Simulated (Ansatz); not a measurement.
## Electronic structure of Ta5 (charge +1, quintet) in real space

```xyz
5

Ta   -0.1305   -3.0957    1.1864
Ta   -1.1597   -3.1603   -1.1942
Ta    1.3884   -3.1777   -1.2329
Ta   -0.1390   -0.9639   -0.2648
Ta    2.0793   -1.7946    0.7930
```

Geometry: PBE-D4/def2-SVP; ⟨S²⟩ = 6.12, above the pure value of 6.00; core potentials replace the inner electrons of Ta.

Method: UKS PBE0-D4/def2-TZVP in Ansatz.

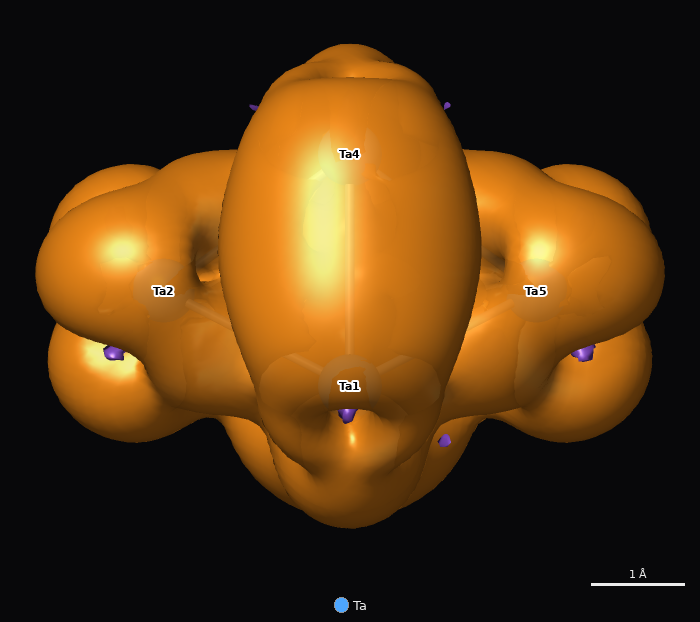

Figure 1. Isosurfaces of the spin density (α minus β) at +0.015 (orange) and −0.015 e/Å³ (purple), seen from one side.

Question: Describe the spin distribution.

Answer: The unpaired spin (4 electrons) lies mostly on Ta3 (about 0.9), Ta2 (about 0.8), Ta5 (about 0.8), Ta1 (about 0.7) and Ta4 (about 0.7), in electrons by Hirshfeld's partition.

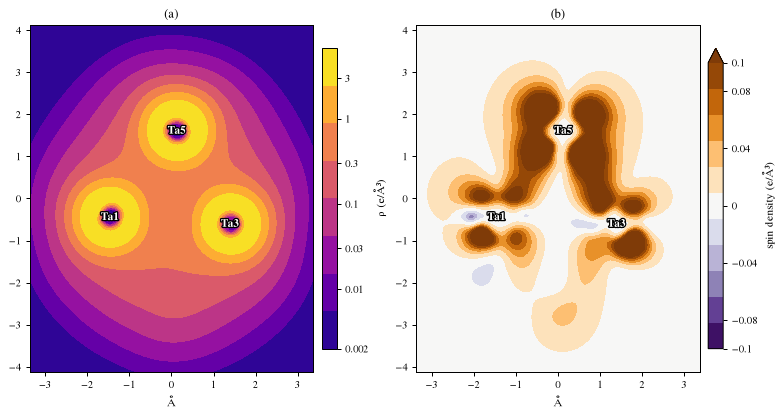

Figure 2. (a) electron density; (b) spin density (α minus β) on the plane of atoms Ta1, Ta5 and Ta3.

Question: What does the map show?

Answer:
- The section cuts through Ta sites.
- Ta–Ta (2.55 Å): the density is about 0.56 e/Å³ at the midpoint.
- Ta–Ta (2.59 Å): ρ is about 0.53 e/Å³ halfway.

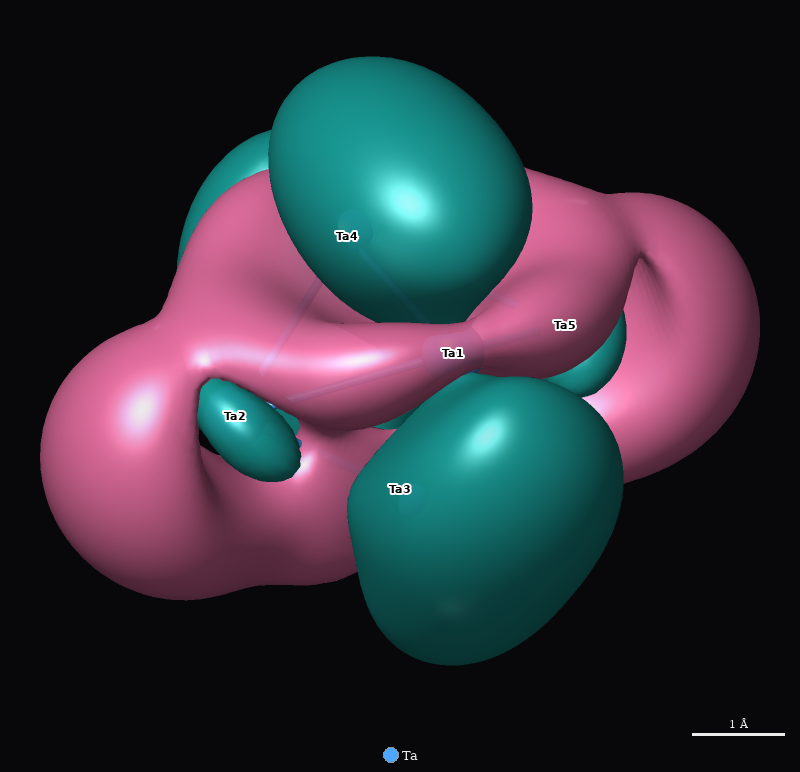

Figure 3. One frontier orbital at ±0.04 Å⁻³ᐟ² (teal and pink are the two phases), seen at a tilt.

Question: Which orbital is it: HOMO (β) or LUMO (β)?

Answer: The LUMO (β), at −6.76 eV. It lies mainly on Ta1 (about 30 %), Ta4 (about 30 %), Ta3 (about 20 %), Ta2 (about 10 %) and Ta5 (about 10 %).
